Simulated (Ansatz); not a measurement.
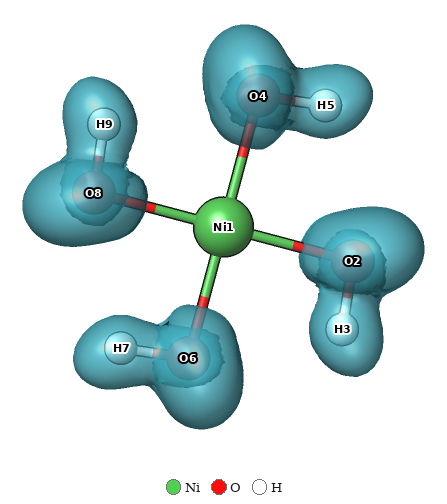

H$_{4}$NiO$_{4}$ (charge −2). Isosurface of the electron localisation function at 0.75 (cyan), seen at an oblique angle. Only the valence region is drawn (cores and ρ < 0.01 e/Å³ removed).

Geometry: PBE-D4/def2-SVPD; the highest occupied orbital lies above zero, a sign that basis and functional describe the outermost electron poorly.

Method: RKS PBE0-D4/def2-TZVPD in Ansatz 0.2.0.

Input file:

```
crystal:
  periodic: [false, false, false]
  atoms:
    - {symbol: Ni, position_ang: [0.006582, 0.011801, -0.009397]}
    - {symbol: O, position_ang: [0.473053, 1.004740, 1.568541]}
    - {symbol: H, position_ang: [-0.369003, 1.492408, 1.641286]}
    - {symbol: O, position_ang: [1.703177, -0.888593, 0.056372]}
    - {symbol: H, position_ang: [2.020707, -0.458419, 0.872595]}
    - {symbol: O, position_ang: [-1.693285, 0.906322, -0.070486]}
    - {symbol: H, position_ang: [-2.035486, 0.431882, -0.851445]}
    - {symbol: O, position_ang: [-0.462381, -0.985584, -1.583786]}
    - {symbol: H, position_ang: [0.356636, -1.514566, -1.623669]}
basis:
  gaussian: {orbitals: def2-TZVPD, initial_orbitals: start.molden}
total_charge: -2
hamiltonian: {xc: pbe0, dispersion: d4}
scf: {omitted_lower_state_checks: [starts]}
output: {orbitals: {seedname: orbitals}}
```

Run with:

```sh
ansatz run in.yaml --threads 4 --pin off --events-out ev --progress --plain --max-ram 8704MiB
```

Describe the localisation domains.

Answer. The ELF exceeds this value in four joined regions spread over several atoms (H, O), in which their bonds and any lone pairs are merged.

Values along the shortest contacts:
Ni–O (1.92 Å): the ELF peaks at about 0.90 in the valence shell of O, 0.6 Å from its nucleus, and is about 0.20 at the midpoint. O–H (0.98 Å): the ELF climbs to about 1 towards the hydrogen, as it does in any bond to H; an ordinary covalent bond to hydrogen.
